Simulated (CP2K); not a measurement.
# GeCNClF (SMILES N#[C][Ge]([F])[Cl]): GFN2-xTB

What is the vertical ionisation energy of GeCNClF at GFN2-xTB? 

Program for the calculation: CP2K 2026.2.

13 further runs of the same task are left out: 6 that didn't finish, 7 set aside as unsound or not needed.

## 1. The system as given

GeCNClF: 5 atoms, total charge 0, spin state doublet. As SMILES, `N#[C][Ge]([F])[Cl]`. Geometry: relaxed at PBE0-D4/def2-TZVP.

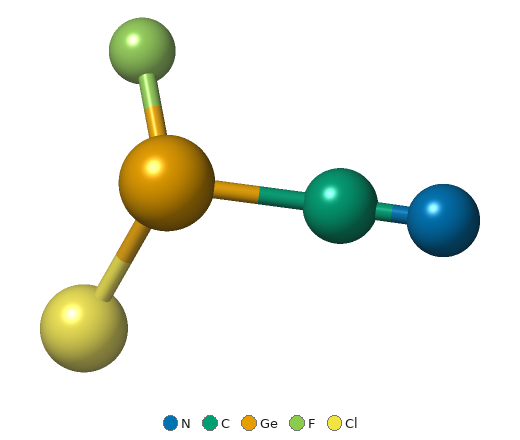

The structure, seen from a chosen angle (nitrogen blue, carbon teal, germanium amber, fluorine green, chlorine yellow).

## 2. The energy at GFN2-xTB

Contents of molecule.xyz:

```xyz
5

N      1.169800    -1.332900     1.557000
C      0.647700    -0.755000     0.707300
Ge    -0.063200     0.127200    -0.853400
F     -1.722100    -0.343000    -0.913400
Cl     0.017500     2.230100    -0.539000
```

Contents of job.inp:

```
&GLOBAL
 PROJECT job
 RUN_TYPE ENERGY
 PRINT_LEVEL MEDIUM
&END GLOBAL

&FORCE_EVAL
 METHOD QS
 &DFT
  MULTIPLICITY 2
  UKS T
  &QS
   METHOD XTB
   EPS_DEFAULT 1.0E-10
   &XTB
    GFN_TYPE TBLITE
    &TBLITE
     METHOD GFN2
    &END TBLITE
    CHECK_ATOMIC_CHARGES F
   &END XTB
  &END QS
  &POISSON
   PERIODIC NONE
   POISSON_SOLVER ANALYTIC
  &END POISSON
  &SCF
   SCF_GUESS ATOMIC
   EPS_SCF 1.0E-06
   MAX_SCF 150
   ADDED_MOS 4
   &DIAGONALIZATION
    ALGORITHM STANDARD
   &END DIAGONALIZATION
   &MIXING
    METHOD DIRECT_P_MIXING
    ALPHA 0.4
   &END MIXING
   &SMEAR ON
    METHOD FERMI_DIRAC
    ELECTRONIC_TEMPERATURE [K] 300
    FIXED_MAGNETIC_MOMENT 1.0
   &END SMEAR
  &END SCF
  &PRINT
   &MOMENTS
    PERIODIC F
    REFERENCE COM
    MAX_MOMENT 1
   &END MOMENTS
   &MO ON
    ENERGIES T
    OCCUPATION_NUMBERS T
    NDIGITS 6
    &EACH
     QS_SCF 0
    &END EACH
    ADD_LAST NUMERIC
   &END MO
   &HIRSHFELD OFF
   &END HIRSHFELD
  &END PRINT
 &END DFT
 &SUBSYS
  &CELL
   ABC 18.9 19.6 18.5
   PERIODIC NONE
  &END CELL
  &TOPOLOGY
   COORD_FILE_NAME molecule.xyz
   COORD_FILE_FORMAT XYZ
   &CENTER_COORDINATES
   &END CENTER_COORDINATES
  &END TOPOLOGY
 &END SUBSYS
&END FORCE_EVAL
```

Started as:

```bash
OMP_NUM_THREADS=1 cp2k.psmp -i job.inp -o job.out
```

The log of the run:

```text
CP2K| version string:                                       CP2K version 2026.2
[...]
 GLOBAL| Method name                                                        CP2K
[...]
 GLOBAL| Run type                                                         ENERGY
[...]
                             - Atoms:                                          5
[...]
                             - Spherical basis functions:                     30
[...]
 Number of electrons:                                                         14
[...]
  *** SCF run converged in    21 steps ***
[...]
  Fermi energy:                                                -0.37512833812621
[...]
 TB_DIPOLE| Moment [Debye]          1.40902730       0.32535545      -0.89130876
 TB_DIPOLE| Derivative [a.u.]       0.00000000       0.00000000       0.00000000
[...]
 ENERGY| Total FORCE_EVAL ( QS ) energy [hartree]            -16.287091962230178
[...]
```

It took 1.6 s on 1 thread of Intel Xeon at 2.50GHz (Skylake/Cascade Lake), shared host; peak memory 0.19 GiB.

## 3. The singlet cation at the same level

molecule.xyz is that of step 2.

Contents of molecule.inp:

```
&GLOBAL
   PROJECT molecule
   RUN_TYPE ENERGY
   PRINT_LEVEL MEDIUM
&END GLOBAL
&FORCE_EVAL
   METHOD QUICKSTEP
   &DFT
      CHARGE 1
      MULTIPLICITY 1
      &QS
         METHOD XTB
         EPS_DEFAULT 1.0E-10
         &XTB
            GFN_TYPE TBLITE
            &TBLITE
               METHOD GFN2
            &END TBLITE
            CHECK_ATOMIC_CHARGES F
         &END XTB
      &END QS
      # cluster boundary conditions
      &POISSON
         PERIODIC NONE
         POISSON_SOLVER ANALYTIC
      &END POISSON
      # SCF settings
      &SCF
         SCF_GUESS ATOMIC
         EPS_SCF 1.0E-06
         MAX_SCF 150
         ADDED_MOS 4
         &DIAGONALIZATION
            ALGORITHM STANDARD
         &END DIAGONALIZATION
         &MIXING
            METHOD DIRECT_P_MIXING
            ALPHA 0.4
         &END MIXING
         &SMEAR ON
            METHOD FERMI_DIRAC
            ELECTRONIC_TEMPERATURE [K] 300
         &END SMEAR
      &END SCF
      &PRINT
         &MOMENTS
            PERIODIC F
            REFERENCE COM
            MAX_MOMENT 1
         &END MOMENTS
         &MO ON
            ENERGIES T
            OCCUPATION_NUMBERS T
            NDIGITS 6
            &EACH
               QS_SCF 0
            &END EACH
            ADD_LAST NUMERIC
         &END MO
         &HIRSHFELD OFF
         &END HIRSHFELD
      &END PRINT
   &END DFT
   # structure
   &SUBSYS
      &CELL
         ABC [angstrom] 18.9 19.6 18.5
         PERIODIC NONE
      &END CELL
      &TOPOLOGY
         COORD_FILE_NAME molecule.xyz
         COORD_FILE_FORMAT XYZ
         &CENTER_COORDINATES
         &END CENTER_COORDINATES
      &END TOPOLOGY
   &END SUBSYS
&END FORCE_EVAL
```

Started as:

```bash
OMP_NUM_THREADS=1 cp2k.psmp -i molecule.inp -o molecule.out
```

The log of the run:

```text
CP2K| version string:                                       CP2K version 2026.2
[...]
 GLOBAL| Method name                                                        CP2K
[...]
 GLOBAL| Run type                                                         ENERGY
[...]
                             - Atoms:                                          5
[...]
                             - Spherical basis functions:                     30
[...]
 Number of electrons:                                                         26
[...]
  *** SCF run converged in    27 steps ***
[...]
  Fermi energy:                                                -0.66988967678731
[...]
 TB_DIPOLE| Moment [Debye]          2.07109404       0.47177900       1.09532446
 TB_DIPOLE| Derivative [a.u.]       0.00000000       0.00000000       0.00000000
[...]
 ENERGY| Total FORCE_EVAL ( QS ) energy [hartree]            -15.764360364651369
[...]
```

Run time: 1.5 s. Hardware: 1 thread of Intel Xeon at 2.50GHz (Skylake/Cascade Lake), shared host; peak memory 0.19 GiB.

## 4. Outcome

At GFN2-xTB:

| quantity | value |
| --- | --- |
| doublet GeCNClF: total energy | -16.28709 Eh |
| doublet GeCNClF: dipole moment (from atomic charges alone) | 1.70 D |
| doublet GeCNClF: HOMO energy (highest over α and β) | -11.03 eV |
| doublet GeCNClF: LUMO energy (lowest over α and β) | -10.78 eV |
| doublet GeCNClF: dispersion energy | -9.50 kJ/mol |
| singlet cation: total energy | -15.76436 Eh |
| singlet cation: HOMO energy | -19.02 eV |
| singlet cation: LUMO energy | -17.44 eV |
| singlet cation: HOMO–LUMO gap | 1.59 eV |
| singlet cation: dispersion energy | -8.64 kJ/mol |
| vertical ionisation energy (to the singlet cation) | 14.224 eV |

What this shows: Removing an electron at fixed nuclei costs 14.22 eV (1372 kJ/mol). Only the singlet of the ionised species was computed; a triplet could lie lower. xTB total energies overstate such differences by several eV unless an empirical shift is taken off; none is applied here. The dipole (doublet GeCNClF) comes from point charges on the atoms alone, without atomic dipoles, so it is partial.
